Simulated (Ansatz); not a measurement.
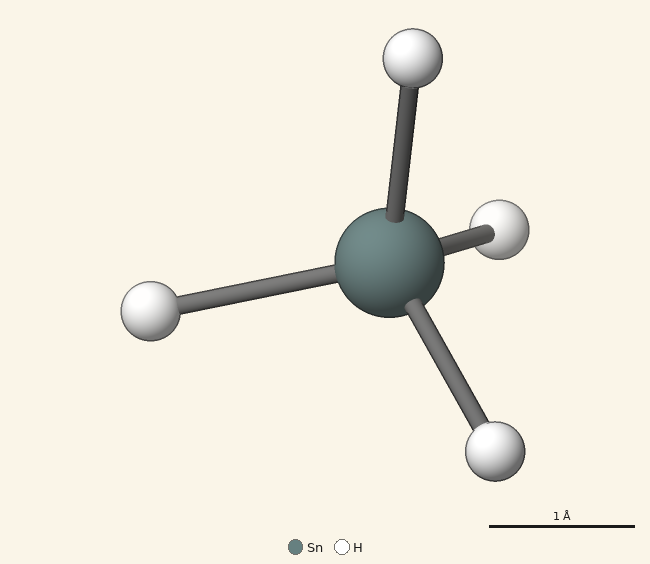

Rendered structure (ball-and-stick style).

Computed geometry: PBE0-D4/def2-TZVP optimisation.

What does the picture show?

It has 5 atoms: 1 tin and 4 hydrogen (SnH₄). The point group is Td. Coordination: 1 Sn tetrahedral.

The parts below concern this one geometry. Atoms keep their numbers from picture to picture.

**Electronic properties**

Properties computed with RKS PBE0-D4/def2-TZVPP, core potentials on Sn (Ansatz 0.2.0).

What does the calculation give?

- HOMO energy (Kohn–Sham orbital): −9.16 eV
- LUMO energy (Kohn–Sham orbital): 0.69 eV
- HOMO–LUMO gap: 9.85 eV

**Charges**

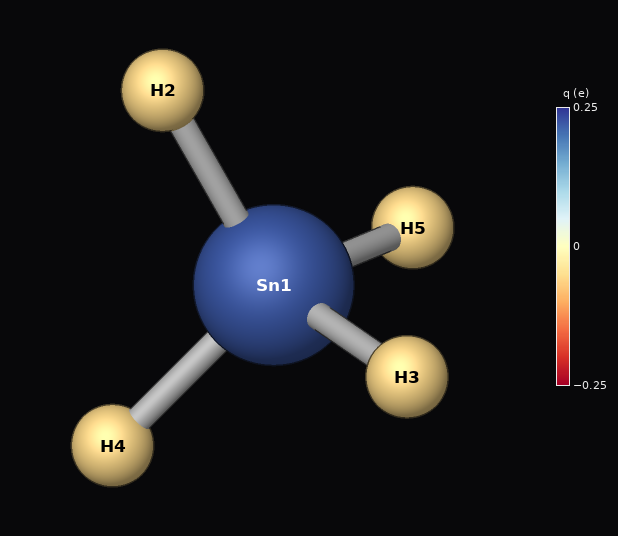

Atoms are coloured by their Mulliken charges. Method: RKS PBE0-D4/def2-TZVP, core potentials on Sn (Ansatz 0.2.0).

List the Mulliken charges.

| atom | value (e) |
| --- | --- |
| Sn1 | 0.22 |
| H2 | −0.06 |
| H3 | −0.06 |
| H4 | −0.06 |
| H5 | −0.06 |

**Thermal motion**

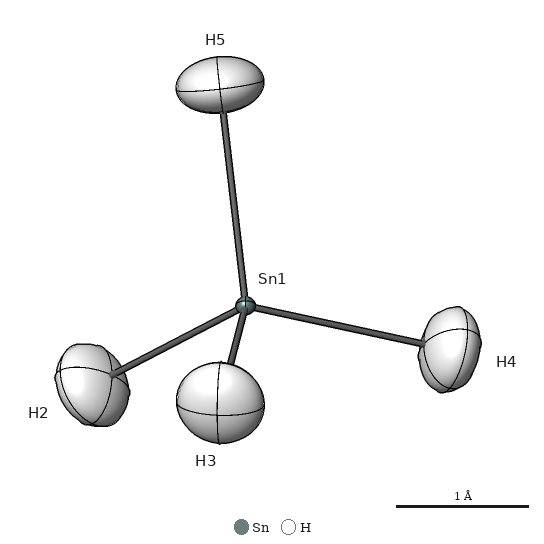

Displacement ellipsoids at the 50 % level, enlarged 1.5 times, from the internal vibrations of the free molecule (harmonic, no overall translation or rotation; no half-axis is drawn under 0.075 Å). Vibrations computed with RKS PBE0-D4/def2-TZVP, core potentials on Sn (Ansatz 0.2.0). Temperature: 600 K.

Which atom moves most?

Answer. H2, H3, H4, H5, with U_eq = 0.0168 Å².

Does H4 move more along its bond or across it?

Answer. Across it: the root-mean-square amplitude is 0.093 Å along the bond and up to 0.145 Å across, since bending and torsion are softer than stretching.

List U_eq and the three principal root-mean-square amplitudes for each kind of atom.

```
          atom  U_eq (Å²)   rms amplitudes (Å)
           Sn1  < 0.00001  0.003, 0.003, 0.003
H2, H3, H4, H5     0.0168  0.093, 0.144, 0.144
```

Mulliken values depend strongly on the basis set and can even reverse the polarity of a bond.
